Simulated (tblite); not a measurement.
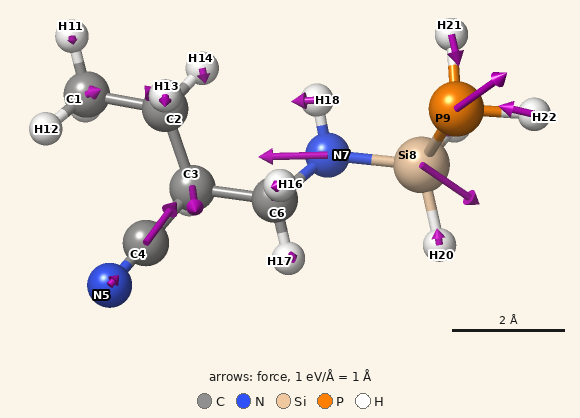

Starting geometry of C$_{5}$H$_{13}$N$_{2}$PSi with the computed forces as purple arrows. The picture is a ball-and-stick view, seen face on.

The calculation used tblite, GFN2-xTB geometry optimisation, gas phase. 

### Is this structure relaxed? If not, where do the atoms go?

It isn't relaxed: the largest force vector, on the Si atom, is 1.45 eV/Å. The final displacements have little in common with the starting forces (cosine between the two patterns −0.04). The energy falls by 0.425 eV in 256 geometry steps. An H atom moves most after the best rigid fit: 3.44 Å. Largest moves by element: H 3.44 Å, P 2.87 Å, N 1.73 Å, C 1.36 Å, Si 1.16 Å. Some distances before and after: C–C 1.488 → 1.442 Å, P–Si 2.196 → 2.238 Å, H–P 1.417 → 1.382 Å, C–N 1.464 → 1.439 Å. Bond angles that change, for instance: Si–N–H 106.5° → 117.1°, P–Si–H 109.2° → 117.0°, N–Si–H 108.6° → 115.3°. The run took 2.7 s on 1 thread of Arm Neoverse V1, on a shared host.
